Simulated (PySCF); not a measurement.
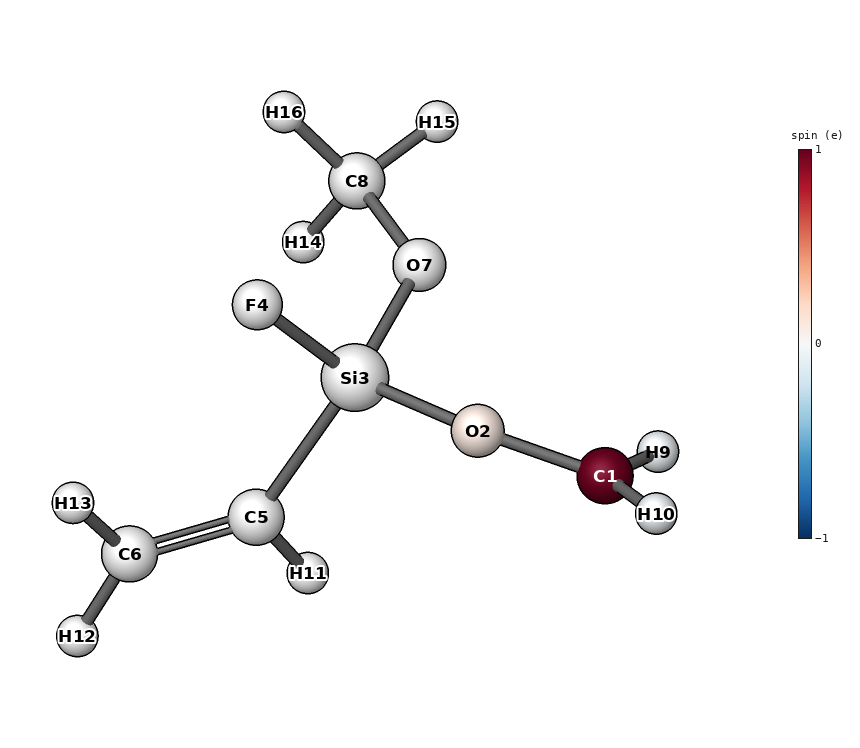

Atoms are coloured by their Mulliken spin populations. Charge 0, doublet. Computed geometry: GFN2-xTB optimisation. No frequency run is at hand to confirm it as a minimum. Method: UKS B3LYP, pcH-1 on C F H O Si, non-relativistic (PySCF 2.14.0).

List the Mulliken spin populations.

| atom | value (e) |
| --- | --- |
| C1 | 0.98 |
| O2 | 0.09 |
| Si3 | 0.01 |
| F4 | 0.00 |
| C5 | 0.00 |
| C6 | 0.01 |
| O7 | 0.00 |
| C8 | 0.00 |
| H9 | −0.04 |
| H10 | −0.05 |
| H11 | 0.00 |
| H12 | 0.00 |
| H13 | 0.00 |
| H14 | 0.00 |
| H15 | 0.00 |
| H16 | 0.00 |

Mulliken values depend strongly on the basis set. The geometry is semi-empirical. Around Si such bond lengths and angles can be off by a tenth of an ångström or more and by several degrees, and values that hang on the shape move with them.
